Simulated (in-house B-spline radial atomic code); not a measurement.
# I¹⁰⁺: ionisation energy by several methods

How far do functionals differ on the ionisation energy of I¹⁰⁺? Each run solves I¹⁰⁺ and then the next ion ([Kr] 4d6).

Method: non-relativistic, several functionals, spin-polarised; spherical all-electron atom at the radial basis limit. Code: in-house B-spline radial atomic code version 1.

## Step 1: The system

- element: iodine (Z = 53)
- charge: +10
- electrons: 43
- configuration: [Kr] 4d7
- nucleus: point

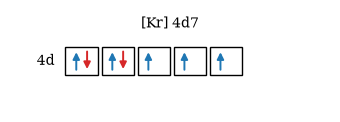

Occupation of the outer shells (arrows by Hund's rule).

Where spins are not typed, each open shell is filled with up spins first.

## Step 2: M06-L

Input settings:

```ini
Z = 53
electrons = 43.0
configuration = [Kr] 4d7
hamiltonian = nr
method = m06l
spin_polarised = True
```

Main fields of the result record, rounded:

```text
status: converged
scf [iteration, energy, orbital gradient]:
  - [1, -6889.81226729, 0.228]
  - [2, -6889.8408138, 0.00421]
  - [3, -6889.84086192, 0.00207]
  - [4, -6889.84087242, 0.00103]
  - [5, -6889.84087577, 9.04e-05]
  - [6, -6889.84087581, 1.35e-05]
  - [7, -6889.84087581, 2.65e-06]
  - [8, -6889.84087581, 3.85e-07]
energy [hartree]: {"total": -6889.84087581, "kinetic": 6887.53196075, "nuclear": -16075.3956215, "coulomb": 2468.56204575, "xc": -170.539260838}
orbitals [hartree, bohr; first row names the columns]:
  - ["name", "occ", "eps", "<r>", "<r^2>", "<1/r>", "r_max", "density_at_nucleus", "spin_orbit_zeta"]
  - ["1s up", 1.0, -1171.5163, 0.028683, 0.0011006, 52.468, 0.019011, 46390.0, "-"]
  - ["1s down", 1.0, -1171.5148, 0.028683, 0.0011006, 52.468, 0.019011, 46390.0, "-"]
  - ["2s up", 1.0, -182.91399, 0.12333, 0.017867, 12.065, 0.1048, 4896.0, "-"]
  - ["2s down", 1.0, -182.8513, 0.12332, 0.017863, 12.067, 0.10479, 4897.7, "-"]
  - ["2p up", 3.0, -172.06597, 0.10517, 0.013442, 12.048, 0.082151, "-", 6.624]
  - ["2p down", 3.0, -172.01992, 0.10515, 0.013437, 12.05, 0.08214, "-", 6.6264]
  - ["3s up", 1.0, -42.301774, 0.32613, 0.12138, 4.424, 0.29771, 974.32, "-"]
  - ["3s down", 1.0, -42.273617, 0.32591, 0.12118, 4.4249, 0.29784, 974.23, "-"]
  - ["3p up", 3.0, -37.724517, 0.31706, 0.11639, 4.3346, 0.28484, "-", 1.2446]
  - ["3p down", 3.0, -37.689224, 0.31685, 0.11618, 4.3352, 0.28498, "-", 1.2442]
  - ["3d up", 5.0, -29.32882, 0.2881, 0.097998, 4.1947, 0.23279, "-", 0.17258]
  - ["3d down", 5.0, -29.272144, 0.28797, 0.097854, 4.1949, 0.23294, "-", 0.17252]
  - ["4s up", 1.0, -12.4856, 0.74827, 0.62856, 1.841, 0.69954, 214.42, "-"]
  - ["4s down", 1.0, -12.310459, 0.74953, 0.63065, 1.8358, 0.70098, 212.7, "-"]
  - ["4p up", 3.0, -10.824719, 0.77379, 0.67629, 1.752, 0.71608, "-", 0.25658]
  - ["4p down", 3.0, -10.649527, 0.77572, 0.67982, 1.7461, 0.71726, "-", 0.25428]
  - ["4d up", 5.0, -7.9668631, 0.83413, 0.7971, 1.5694, 0.74921, "-", 0.029789]
  - ["4d down", 2.0, -7.7960224, 0.83944, 0.8083, 1.5601, 0.75029, "-", 0.029407]
sum_r [bohr^k]: {"-1": 303.3094, "1": 18.36495, "2": 12.96777}
density_at_nucleus [bohr^-3]: 104949.0
spin_density_at_nucleus [bohr^-3]: -0.041
mass_velocity [hartree]: -645.167
darwin [hartree]: 465.2697
radius_at_0.001 [bohr]: 2.079
radius_enclosing [bohr]: {"0.5": 0.3084, "0.9": 0.9241, "0.99": 1.396}
slater [hartree]:
  F0(4p up,4p up): 1.1597
  F2(4p up,4p up): 0.61561
  F0(4p up,4p down): 1.1584
  F2(4p up,4p down): 0.61501
  F0(4p up,4d up): 1.1158
  F2(4p up,4d up): 0.58089
  G1(4p up,4d up): 0.73703
  G3(4p up,4d up): 0.46408
  F0(4p up,4d down): 1.1122
  F2(4p up,4d down): 0.57838
  F0(4p down,4p down): 1.157
  F2(4p down,4p down): 0.61442
  F0(4p down,4d up): 1.1146
  F2(4p down,4d up): 0.58048
  F0(4p down,4d down): 1.111
  F2(4p down,4d down): 0.57798
  G1(4p down,4d down): 0.73344
  G3(4p down,4d down): 0.46145
  F0(4d up,4d up): 1.0774
  F2(4d up,4d up): 0.55697
  F4(4d up,4d up): 0.37493
  F0(4d up,4d down): 1.0742
  F2(4d up,4d down): 0.55492
  F4(4d up,4d down): 0.37334
  F0(4d down,4d down): 1.0709
  F2(4d down,4d down): 0.55291
  F4(4d down,4d down): 0.37179
ionisation_energy [hartree]: 8.24561318
```

Run time: 0.22 s. Hardware: 1 thread, shared host.

The run also solves the next ion with the same method; the record keeps the difference, ionisation_energy. radius_at_0.001 is where the density falls to 0.001 electrons per bohr³. Meta-GGA runs start from a PBE run whose iterations are not counted.

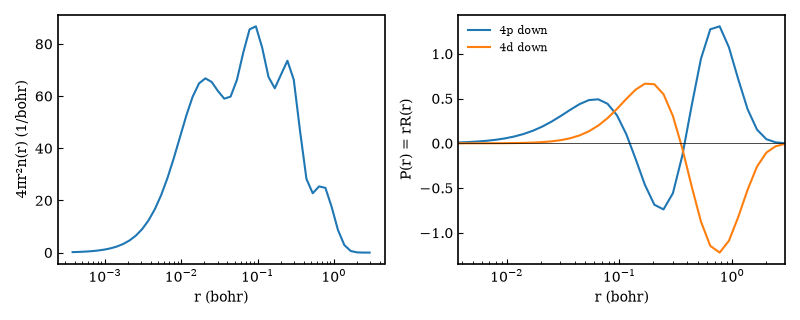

Radial density (left) and the radial functions of 4p down, 4d down (right).

On the record's full grid the radial density has clear maxima near r = 0.021, 0.095, 0.25, 0.64 bohr.

X-ray form factor of the spherical density:

```
sinθ/λ (1/Å)  f (electrons)
           0         43.000
         0.1         42.064
         0.2         39.481
         0.3         35.825
         0.4         31.792
         0.6         24.684
         0.8         20.013
           1         17.080
         1.4         12.792
         1.8          9.270
         2.5          5.921
           4          3.669
           6          1.885
```

## Step 3: AM05

Input settings:

```ini
Z = 53
electrons = 43.0
configuration = [Kr] 4d7
hamiltonian = nr
method = am05
spin_polarised = True
```

Result record:

```text
status: converged
scf [iteration, energy, orbital gradient]:
  - [1, -6861.29777324, 1.25]
  - [2, -6878.37957257, 0.589]
  - [3, -6883.8432894, 0.163]
  - [4, -6884.23964068, 0.0462]
  - [5, -6884.260093, 0.0216]
  - [6, -6884.26711244, 0.00213]
  - [7, -6884.26714964, 4.22e-05]
  - [8, -6884.26714965, 2.07e-06]
  - [9, -6884.26714965, 8.67e-08]
energy [hartree]: {"total": -6884.26714965, "kinetic": 6881.19490452, "nuclear": -16068.7239294, "coulomb": 2468.09952106, "xc": -164.837645871}
orbitals [hartree, bohr; first row names the columns]:
  - ["name", "occ", "eps", "<r>"]
  - ["1s up", 1.0, -1168.5256, 0.0287]
  - ["1s down", 1.0, -1168.5243, 0.0287]
  - ["2s up", 1.0, -181.73952, 0.12354]
  - ["2s down", 1.0, -181.69324, 0.12353]
  - ["2p up", 3.0, -171.23925, 0.10518]
  - ["2p down", 3.0, -171.20356, 0.10517]
  - ["3s up", 1.0, -41.742101, 0.32786]
  - ["3s down", 1.0, -41.712833, 0.32769]
  - ["3p up", 3.0, -37.328995, 0.31804]
  - ["3p down", 3.0, -37.297783, 0.31787]
  - ["3d up", 5.0, -29.127288, 0.28825]
  - ["3d down", 5.0, -29.085459, 0.28813]
  - ["4s up", 1.0, -12.266655, 0.74937]
  - ["4s down", 1.0, -12.134896, 0.74977]
  - ["4p up", 3.0, -10.678861, 0.77431]
  - ["4p down", 3.0, -10.548155, 0.77508]
  - ["4d up", 5.0, -7.9209425, 0.83499]
  - ["4d down", 2.0, -7.7936295, 0.83735]
sum_r [bohr^k]: {"-1": 303.1835, "1": 18.37767, "2": 13.0053}
ionisation_energy [hartree]: 8.25196236
```

Run time: 0.12 s. Hardware: 1 thread, shared host.

## Step 4: revTPSS

Input settings:

```ini
Z = 53
electrons = 43.0
configuration = [Kr] 4d7
hamiltonian = nr
method = revtpss,revtpss
spin_polarised = True
```

Result record:

```text
status: converged
scf [iteration, energy, orbital gradient]:
  - [1, -6888.57524927, 0.0785]
  - [2, -6888.57862241, 0.00242]
  - [3, -6888.57865555, 0.000896]
  - [4, -6888.57865762, 0.00037]
  - [5, -6888.57865779, 6.75e-05]
  - [6, -6888.57865782, 1.21e-05]
  - [7, -6888.57865782, 1.18e-06]
  - [8, -6888.57865782, 7.17e-08]
energy [hartree]: {"total": -6888.57865782, "kinetic": 6886.3459665, "nuclear": -16073.730512, "coulomb": 2467.99260155, "xc": -169.186713849}
orbitals [hartree, bohr; first row names the columns]:
  - ["name", "occ", "eps", "<r>"]
  - ["1s up", 1.0, -1170.8155, 0.028668]
  - ["1s down", 1.0, -1170.8152, 0.028668]
  - ["2s up", 1.0, -182.02855, 0.12341]
  - ["2s down", 1.0, -181.98637, 0.1234]
  - ["2p up", 3.0, -171.31529, 0.10517]
  - ["2p down", 3.0, -171.28325, 0.10516]
  - ["3s up", 1.0, -41.871183, 0.32716]
  - ["3s down", 1.0, -41.856, 0.32702]
  - ["3p up", 3.0, -37.38555, 0.31771]
  - ["3p down", 3.0, -37.363473, 0.31758]
  - ["3d up", 5.0, -29.1333, 0.28818]
  - ["3d down", 5.0, -29.091855, 0.28811]
  - ["4s up", 1.0, -12.329699, 0.74961]
  - ["4s down", 1.0, -12.18523, 0.74995]
  - ["4p up", 3.0, -10.715545, 0.77479]
  - ["4p down", 3.0, -10.570748, 0.77559]
  - ["4d up", 5.0, -7.9270942, 0.83512]
  - ["4d down", 2.0, -7.7847804, 0.83793]
sum_r [bohr^k]: {"-1": 303.2779, "1": 18.37885, "2": 13.00531}
ionisation_energy [hartree]: 8.24046026
```

Wall time 0.21 s (1 thread, shared host).

## Step 5: LDA (PW92)

Input settings:

```ini
Z = 53
electrons = 43.0
configuration = [Kr] 4d7
hamiltonian = nr
method = lda,pw
spin_polarised = True
```

Result record:

```text
status: converged
scf [iteration, energy, orbital gradient]:
  - [1, -6860.96040821, 1.27]
  - [2, -6877.89371613, 0.606]
  - [3, -6883.52774817, 0.167]
  - [4, -6883.92987376, 0.0461]
  - [5, -6883.94981365, 0.022]
  - [6, -6883.95694928, 0.00215]
  - [7, -6883.95698947, 5.49e-05]
  - [8, -6883.9569895, 2.12e-06]
  - [9, -6883.9569895, 3.82e-08]
energy [hartree]: {"total": -6883.9569895, "kinetic": 6880.66644974, "nuclear": -16068.0682036, "coulomb": 2467.96005253, "xc": -164.515288129}
orbitals [hartree, bohr; first row names the columns]:
  - ["name", "occ", "eps", "<r>"]
  - ["1s up", 1.0, -1168.4482, 0.028704]
  - ["1s down", 1.0, -1168.4466, 0.028704]
  - ["2s up", 1.0, -181.73446, 0.12355]
  - ["2s down", 1.0, -181.68865, 0.12354]
  - ["2p up", 3.0, -171.2683, 0.10517]
  - ["2p down", 3.0, -171.23237, 0.10516]
  - ["3s up", 1.0, -41.745372, 0.32799]
  - ["3s down", 1.0, -41.714129, 0.32784]
  - ["3p up", 3.0, -37.340464, 0.31812]
  - ["3p down", 3.0, -37.307782, 0.31797]
  - ["3d up", 5.0, -29.138841, 0.28831]
  - ["3d down", 5.0, -29.096911, 0.2882]
  - ["4s up", 1.0, -12.265642, 0.74935]
  - ["4s down", 1.0, -12.136732, 0.7498]
  - ["4p up", 3.0, -10.680623, 0.77432]
  - ["4p down", 3.0, -10.553088, 0.77518]
  - ["4d up", 5.0, -7.925535, 0.83548]
  - ["4d down", 2.0, -7.8022004, 0.83797]
sum_r [bohr^k]: {"-1": 303.1711, "1": 18.38312, "2": 13.01909}
ionisation_energy [hartree]: 8.2611289
```

It took 0.1 s on 1 thread, shared host.

## Step 6: PBEsol

Input settings:

```ini
Z = 53
electrons = 43.0
configuration = [Kr] 4d7
hamiltonian = nr
method = pbesol
spin_polarised = True
```

Result record:

```text
status: converged
scf [iteration, energy, orbital gradient]:
  - [1, -6863.62539823, 1.25]
  - [2, -6880.76677092, 0.585]
  - [3, -6886.17544095, 0.161]
  - [4, -6886.56912768, 0.0464]
  - [5, -6886.58934754, 0.021]
  - [6, -6886.59633556, 0.00204]
  - [7, -6886.59637128, 3.58e-05]
  - [8, -6886.59637129, 1.84e-06]
  - [9, -6886.59637129, 8.18e-08]
energy [hartree]: {"total": -6886.59637129, "kinetic": 6884.15327833, "nuclear": -16071.7953432, "coulomb": 2468.23536137, "xc": -167.189667776}
orbitals [hartree, bohr; first row names the columns]:
  - ["name", "occ", "eps", "<r>"]
  - ["1s up", 1.0, -1169.1217, 0.02869]
  - ["1s down", 1.0, -1169.1208, 0.02869]
  - ["2s up", 1.0, -181.80301, 0.12349]
  - ["2s down", 1.0, -181.75626, 0.12349]
  - ["2p up", 3.0, -171.27297, 0.10516]
  - ["2p down", 3.0, -171.23751, 0.10515]
  - ["3s up", 1.0, -41.759661, 0.32766]
  - ["3s down", 1.0, -41.734263, 0.32752]
  - ["3p up", 3.0, -37.336363, 0.31791]
  - ["3p down", 3.0, -37.308514, 0.31777]
  - ["3d up", 5.0, -29.123443, 0.2882]
  - ["3d down", 5.0, -29.083329, 0.28812]
  - ["4s up", 1.0, -12.274974, 0.74927]
  - ["4s down", 1.0, -12.138576, 0.74958]
  - ["4p up", 3.0, -10.68377, 0.77434]
  - ["4p down", 3.0, -10.548423, 0.77503]
  - ["4d up", 5.0, -7.9220467, 0.8354]
  - ["4d down", 2.0, -7.790463, 0.83771]
sum_r [bohr^k]: {"-1": 303.2414, "1": 18.37845, "2": 13.00812}
ionisation_energy [hartree]: 8.24807306
```

Wall time 0.11 s (1 thread, shared host).

## Step 7: The ladder

| method | rung | total energy (hartree) | ΔSCF (eV) | −ε highest (eV) | ΔSCF less tabulated (eV) |
| --- | --- | --- | --- | --- | --- |
| LDA (PW92) | LDA | -6883.9570 | 224.80 | 212.31 (4d down) | +3.90 |
| AM05 | GGA | -6884.2671 | 224.55 | 212.08 (4d down) | +3.65 |
| PBEsol | GGA | -6886.5964 | 224.44 | 211.99 (4d down) | +3.54 |
| M06-L | meta-GGA | -6889.8409 | 224.37 | 212.14 (4d down) | +3.47 |
| revTPSS | meta-GGA | -6888.5787 | 224.23 | 211.83 (4d down) | +3.33 |

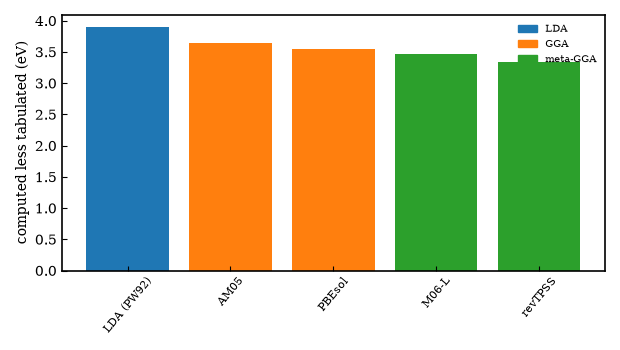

Error of each method against the tabulated value; one colour a rung.

What this shows: The tabulated ionisation energy is 220.9 ± 2.4 eV (tabulated theoretical; NIST Atomic Spectra Database). revTPSS comes nearest (+3.33 eV) and LDA (PW92) is farthest (+3.90 eV, 1.8 %). Mean absolute error by rung (exchange-only levels left out): LDA 3.90 eV, GGA 3.59 eV, meta-GGA 3.40 eV. All methods miss on the same side by much the same amount, which points to something that they share. These runs lack relativity altogether, which can outweigh the gaps between the methods, so the nearest may be so by luck. These runs leave out relativity, which matters at this nuclear charge. Open shells are averaged (over orientations, and over spins where the run is restricted), while tables refer to the lowest levels. For the semilocal functionals minus the highest level recovers only 94 to 95 % of their own ΔSCF value, a mark of self-interaction.

Cost against accuracy (CPU time on one thread of a shared host; * marks runs that also wrote radial tables):

| method | CPU time | miss (eV) |
| --- | --- | --- |
| LDA (PW92) | 0.1 s | +3.90 |
| PBEsol | 0.11 s | +3.54 |
| AM05 | 0.12 s | +3.65 |
| revTPSS | 0.21 s | +3.33 |
| M06-L* | 0.22 s | +3.47 |
